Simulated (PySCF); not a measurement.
# BH2Br− (SMILES [BH2-]Br) at UCCSDT/STO-3G

What is the energy change on altering one bond length of BH2Br− at UCCSDT/STO-3G? Input form: a Python script.

Program for the calculation: PySCF 2.14.0.

7 further runs of the same task are left out: 7 set aside as unsound or not needed.

### 1 The structure to begin with

The species is BH2Br− (4 atoms), meant as a doublet with charge -1. SMILES: `[BH2-]Br`. Geometry: relaxed at GFN2-xTB.

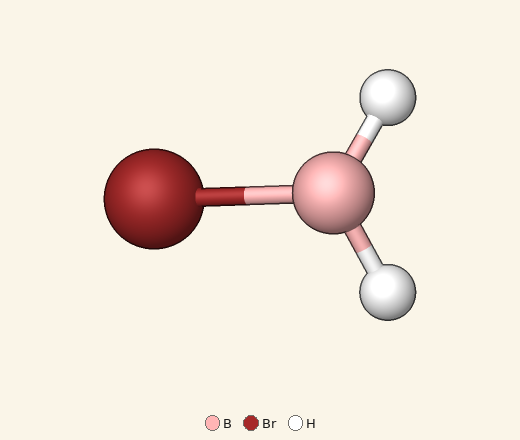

The structure, seen from a chosen angle (boron pink, bromine red, hydrogen white).

### 2 The energy at UCCSDT/STO-3G

Input file job.py:

```python
# [BH2-]Br
from pyscf import gto, scf, cc

mol = gto.M(
    atom='''
B     -0.719173     0.281267     0.003307
Br     2.910292     1.097685     1.250129
H     -1.455524    -1.628358     1.034720
H     -0.735595     0.249406    -2.288156
''',
    basis='sto-3g',
    charge=-1,
    spin=1,
    unit='bohr',
    verbose=4,
    max_memory=1860,
)

myscf = scf.UHF(mol)
myscf.conv_tol = 1e-10
myscf.kernel()
if not myscf.converged:
    myscf = myscf.newton().run(myscf.mo_coeff, myscf.mo_occ)

mycc = cc.CCSDT(myscf, frozen=10)
mycc.kernel()
e_final = mycc.e_tot
print('E(%s) = %.9f' % ('CCSDT', e_final))
```

Started as:

```
$ OMP_NUM_THREADS=1 python job.py
```

The log of the run:

```text
PySCF version 2.14.0

[INPUT] num. atoms = 4
[INPUT] num. electrons = 43
[INPUT] charge = -1
[INPUT] spin (= nelec alpha-beta = 2S) = 1
[INPUT] symmetry False subgroup None
[INPUT] Mole.unit = bohr
[INPUT] Symbol           X                Y                Z      unit          X                Y                Z       unit  Magmom
[INPUT]  1 B     -0.380569962309   0.148840086584   0.001749989037 AA   -0.719173000000   0.281267000000   0.003307000000 Bohr   0.0
[INPUT]  2 Br     1.540060203523   0.580869886769   0.661539777510 AA    2.910292000000   1.097685000000   1.250129000000 Bohr   0.0
[INPUT]  3 H     -0.770230130747  -0.861689944819   0.547550243683 AA   -1.455524000000  -1.628358000000   1.034720000000 Bohr   0.0
[INPUT]  4 H     -0.389260110467   0.131979971467  -1.210840010230 AA   -0.735595000000   0.249406000000  -2.288156000000 Bohr   0.0

nuclear repulsion = 62.8125574324488
number of shells = 13
number of NR pGTOs = 75
number of NR cGTOs = 25
basis = sto-3g
ecp = {}

[... 65 lines left out ...]
converged SCF energy = -2570.05837715116  <S^2> = 0.75616096  2S+1 = 2.0061515
[... 17 lines left out ...]
WARN: A large `blksize_v_aaa` is being used, which may cause large memory consumption
[... 3 lines left out ...]
WARN: A large `blksize_v_aab` is being used, which may cause large memory consumption
[... 3 lines left out ...]
Approximate memory usage estimate
    T3 memory                 168 KB
    R3 memory                 168 KB
    Block workspace           576 KB
Init t2, MP2 energy = -0.032356195606178
Init E_corr(UCCSDT) = -0.0323561956062036
cycle =  1  E_corr(UCCSDT) = -0.041306511275  dE = -8.950315668408e-03  norm(d tamps) = 4.30152975e-02
cycle =  2  E_corr(UCCSDT) = -0.044849147989  dE = -3.542636714642e-03  norm(d tamps) = 1.86448745e-02
cycle =  3  E_corr(UCCSDT) = -0.047208472343  dE = -2.359324354101e-03  norm(d tamps) = 9.42559818e-03
cycle =  4  E_corr(UCCSDT) = -0.047431814240  dE = -2.233418969271e-04  norm(d tamps) = 3.26773542e-03
cycle =  5  E_corr(UCCSDT) = -0.047431318343  dE =  4.958973381652e-07  norm(d tamps) = 1.71986818e-03
cycle =  6  E_corr(UCCSDT) = -0.047441086961  dE = -9.768617680019e-06  norm(d tamps) = 4.23633752e-04
cycle =  7  E_corr(UCCSDT) = -0.047443348216  dE = -2.261255084873e-06  norm(d tamps) = 1.54868367e-04
cycle =  8  E_corr(UCCSDT) = -0.047443571381  dE = -2.231657381321e-07  norm(d tamps) = 6.03074059e-05
cycle =  9  E_corr(UCCSDT) = -0.047443371111  dE =  2.002705092805e-07  norm(d tamps) = 2.87937678e-05
cycle = 10  E_corr(UCCSDT) = -0.047443237261  dE =  1.338495508041e-07  norm(d tamps) = 8.59205483e-06
cycle = 11  E_corr(UCCSDT) = -0.047443179619  dE =  5.764196616548e-08  norm(d tamps) = 3.61368691e-06
cycle = 12  E_corr(UCCSDT) = -0.047443132184  dE =  4.743492596632e-08  norm(d tamps) = 1.47895787e-06
cycle = 13  E_corr(UCCSDT) = -0.047443090177  dE =  4.200743338595e-08  norm(d tamps) = 7.54309069e-07
UCCSDT converged
E(UCCSDT) = -2570.105820241339   E_corr = -0.04744309017706035
E_corr(same-spin) = -0.00169092622413114
E_corr(oppo-spin) = -0.0457521639529292
E(CCSDT) = -2570.105820241
```

It took 1.8 s on 1 thread of Arm Neoverse V2, shared host; peak memory 0.11 GiB.

### 3 The distorted shape at the same level

Input file input.py:

```python
from pyscf import gto, scf, cc

molecule = gto.Mole()
molecule.atom = '''
B     -0.302628     0.350971    -0.107424
Br     1.618002     0.783001     0.552366
H     -0.770230    -0.861690     0.547550
H     -0.311318     0.334111    -1.320014
'''
molecule.spin = 1
molecule.max_memory = 1860
molecule.charge = -1
molecule.basis = 'sto-3g'
molecule.verbose = 3
molecule.build()

mf = scf.UHF(molecule)
mf.conv_tol = 1e-10
mf.kernel()
if not mf.converged:
    mf = mf.newton().run(mf.mo_coeff, mf.mo_occ)

mycc = cc.CCSDT(mf, frozen=10)
mycc.kernel()
e_final = mycc.e_tot
print(f'total energy: {e_final:.8f} hartree')
```

Started as:

```
$ OMP_NUM_THREADS=1 python input.py
```

The log of the run:

```text
converged SCF energy = -2570.02644579552  <S^2> = 0.75827706  2S+1 = 2.00826
_make_eris_incore_UCCSDT

WARN: A large `blksize_v_aaa` is being used, which may cause large memory consumption
      for storing contraction intermediates. If memory is sufficient, consider using
      `pyscf.cc.uccsdt_highm.UCCSDT` instead.

WARN: A large `blksize_v_aab` is being used, which may cause large memory consumption
      for storing contraction intermediates. If memory is sufficient, consider using
      `pyscf.cc.uccsdt_highm.UCCSDT` instead.

UCCSDT converged
E(UCCSDT) = -2570.082139291574   E_corr = -0.05569349605737067
E_corr(same-spin) = -0.00199209663786416
E_corr(oppo-spin) = -0.0537013994195065
total energy: -2570.08213929 hartree
```

Wall time 2.1 s (1 thread of Arm Neoverse V2, shared host); peak memory 0.11 GiB.

### 4 Outcome

At UCCSDT/STO-3G, 10 core orbitals frozen:

| quantity | value |
| --- | --- |
| first shape: total energy | -2570.10582 Eh |
| first shape: HOMO energy (Hartree–Fock orbitals) (highest over α and β) | 1.79 eV |
| first shape: LUMO energy (Hartree–Fock orbitals) (lowest over α and β) | 17.74 eV |
| first shape: correlation energy (10 core orbitals frozen) | -47.4 mEh |
| first shape: ⟨S²⟩ of the reference determinant | 0.756 |
| first shape: T1 diagnostic | 0.005 |
| distorted shape: total energy | -2570.08214 Eh |
| distorted shape: HOMO energy (Hartree–Fock orbitals) (highest over α and β) | 1.60 eV |
| distorted shape: LUMO energy (Hartree–Fock orbitals) (lowest over α and β) | 17.39 eV |
| distorted shape: correlation energy (10 core orbitals frozen) | -55.7 mEh |
| distorted shape: ⟨S²⟩ of the reference determinant | 0.758 |
| distorted shape: T1 diagnostic | 0.005 |
| energy change with the B1–H3 bond stretched from 1.213 to 1.455 Å | 0.644 eV |

In words: With the B1–H3 bond stretched from 1.213 to 1.455 Å the energy rises by 0.64 eV (14.9 kcal/mol). The first shape isn't relaxed at this level, so the change isn't measured from a minimum. The minimal basis adds a large error of its own. The HOMO (first shape) lies at positive energy, 1.79 eV: the electron is unbound at this level or held by a compact basis; values depend on the basis. The HOMO (distorted shape) lies at positive energy, 1.60 eV: the electron is unbound at this level or held by a compact basis; values depend on the basis.
